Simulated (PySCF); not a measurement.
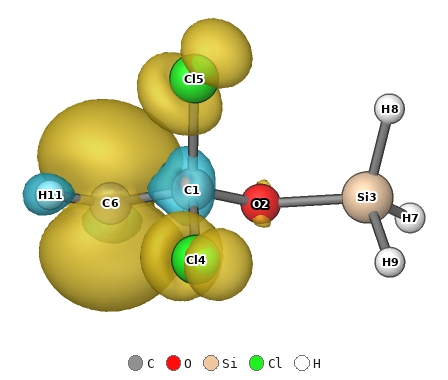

Figure. C₂H₅Cl₂OSi (SMILES [CH2]C(Cl)(Cl)O[SiH3]) (doublet). Isosurfaces of the spin density (α minus β) at +0.015 (yellow) and −0.015 e/Å³ (cyan), seen from one side.

Geometry: PBE0-D3(BJ)/def2-SVP.

Theory: PySCF 2.14.0, density-fitted response routines, UKS B3LYP, IGLO-III on C Cl O Si, pcH-1 on H, non-relativistic, mean-field spin-orbit, GIAO.

```xyz
11

C    -0.5977   -0.3948    0.4091
O     0.5471   -0.1854   -0.2570
Si    1.1503    1.2674   -0.9042
Cl   -0.6995    0.6882    1.8893
Cl   -2.0462    0.0652   -0.6272
C    -0.7459   -1.7906    0.8300
H     2.4234    0.8472   -1.5418
H     0.2014    1.8157   -1.9086
H     1.3982    2.2505    0.1831
H     0.0299   -2.5012    0.5441
H    -1.6285   -2.0899    1.3933
```

Describe the spin distribution.

The unpaired spin (1 electron) lies mostly on C6 (about 0.7), Cl5 (about 0.1) and Cl4 (about 0.1), in electrons by Hirshfeld's partition.
